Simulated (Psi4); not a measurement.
# C2H5F (SMILES CCF): TDA-B3LYP/aug-cc-pVDZ (save jk yes, sweep point 4)

Wanted: the vertical excitations of C2H5F. 

The calculation is run with Psi4 1.11.

5 further runs of the same task are left out: 5 set aside as unsound or not needed.

**1. The system as given**

C2H5F: 8 atoms, total charge 0, spin state singlet. As SMILES, `CCF`. Geometry: relaxed at PBE0-D4/def2-TZVP.

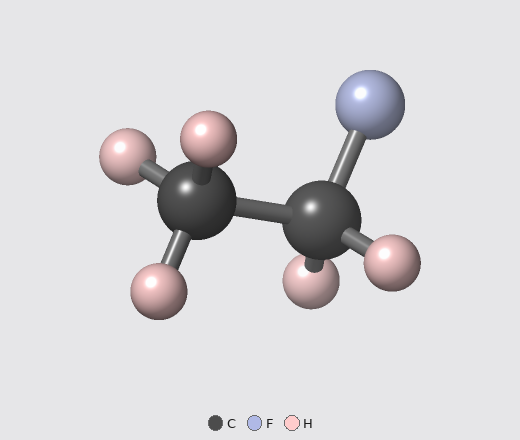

Viewed from a chosen angle; carbon dark grey, fluorine light blue, hydrogen pink.

**2. The excited states at TDA-B3LYP/aug-cc-pVDZ (save jk yes, sweep point 4)**

input.in reads:

```
memory 1600 MB

molecule system {
  C     -0.81579477     1.07128574    -0.50002153
  C      0.71507237    -1.13213492     0.43558187
  F      3.14318146    -0.35224495     1.03273533
  H     -2.72857555     0.44862098    -0.96867361
  H      0.03514891     1.88689154    -2.19283820
  H     -0.94542998     2.53790219     0.94448512
  H      0.87683292    -2.61065664    -1.00117690
  H     -0.10639158    -1.95775627     2.14446121
  units bohr
  symmetry c1
}

set basis aug-cc-pVDZ
set puream true
set scf_type pk
set dft_radial_points 99
set dft_spherical_points 590
set save_jk true

from psi4.driver.procrouting.response.scf_response import tdscf_excitations
result, w = energy('b3lyp', return_wfn=True)
states = tdscf_excitations(w, states=4, tda=True)
```

Started as:

```sh
$ psi4 -n 1 input.in input.out
```

input.out:

```text
[...]
  Running in c1 symmetry.
[...]
  Nuclear repulsion =   79.415969169576826
[...]
  Multiplicity = 1
[...]
  Nalpha       = 13
  Nbeta        = 13
[...]
    Number of basis functions: 114
[...]
   @RKS iter   1:  -178.77596036951354   -2.62265e-01   6.74927e-03 DIIS/ADIIS
[...]
   @RKS iter   8:  -179.08528932602641   -1.70863e-07   5.98521e-07 DIIS
[...]
    Orbital Energies [Eh]
    ---------------------
    Doubly Occupied:
       1A    -24.690624     2A    -10.262169     3A    -10.188309
       4A     -1.197495     5A     -0.772373     6A     -0.636176
       7A     -0.503976     8A     -0.502098     9A     -0.458753
      10A     -0.402670    11A     -0.399217    12A     -0.345454
      13A     -0.337037
[...]
  @RKS Final Energy:  -179.08528932602641
   => Energetics <=
    Nuclear Repulsion Energy =             79.4159691695768259
    One-Electron Energy =                -402.1454213236243049
    Two-Electron Energy =                 162.3933894306748300
    DFT Exchange-Correlation Energy =     -18.7492266026537813
    Empirical Dispersion Energy =           0.0000000000000000
    VV10 Nonlocal Energy =                  0.0000000000000000
    Total Energy =                       -179.0852893260264125
[...]
 Multipole Moments:
 ------------------------------------------------------------------------------------
     Multipole            Electronic (a.u.)      Nuclear  (a.u.)        Total (a.u.)
 ------------------------------------------------------------------------------------
 L = 1.  Multiply by 2.5417464519 to convert [e a0] to [Debye]
 Dipole X            :          4.5648536           -5.2858605           -0.7210068
 Dipole Y            :         -0.7659762            0.6205919           -0.1453843
 Dipole Z            :          1.5857085           -1.7809000           -0.1951915
 Magnitude           :                                                    0.7609778
[...]
**********                               WARNING                                **********
**********       The names of excited state variables changed between 1.5       **********
[...]
**********                               WARNING                                **********
**********  Length-gauge rotatory strengths are **NOT** gauge-origin invariant  **********
[...]
                                    Excitation Energy         Total Energy        Oscillator Strength             Rotatory Strength
[...]
Excited State    1 (1 A):   0.29426 au   154.84 nm f = 0.0026
[...]
Excited State    2 (1 A):   0.30575 au   149.02 nm f = 0.0132
[...]
Excited State    3 (1 A):   0.31867 au   142.98 nm f = 0.0388
[...]
Excited State    4 (1 A):   0.32400 au   140.63 nm f = 0.0418
[...]
**********                               WARNING                                **********
**********       The names of excited state variables changed between 1.5       **********
[...]
```

Wall time 80 s (1 thread of Intel Xeon Platinum 8488C (Sapphire Rapids), shared host); peak memory 0.7 GiB.

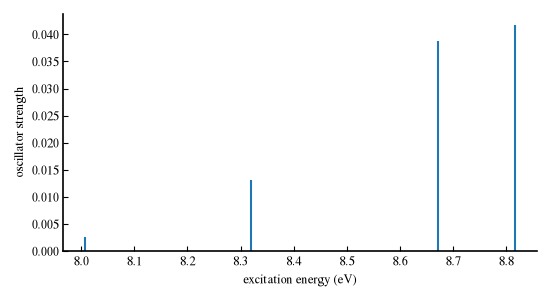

Vertical excitations as sticks.

The roots found:

```csv
excited state,energy (eV),strength,label
1,8.007,0.0026,A 1
2,8.320,0.0132,A 1
3,8.672,0.0389,A 1
4,8.817,0.0418,A 1
```

**3. Outcome**

Level: TDA-B3LYP/aug-cc-pVDZ (save jk yes, sweep point 4).

```
                                quantity          value
       ground-state or mean-field energy  -179.08529 Eh
 dipole moment (B3LYP Kohn–Sham density)         1.93 D
  HOMO energy (B3LYP Kohn–Sham orbitals)       -9.17 eV
  LUMO energy (B3LYP Kohn–Sham orbitals)       -0.26 eV
HOMO–LUMO gap (B3LYP Kohn–Sham orbitals)        8.91 eV
                lowest excitation energy        8.01 eV
```

**Reading.** The brightest of the 4 transitions from the ground state lies at 8.82 eV (141 nm, f = 0.042); the lowest, at 8.01 eV, has f = 0.003.
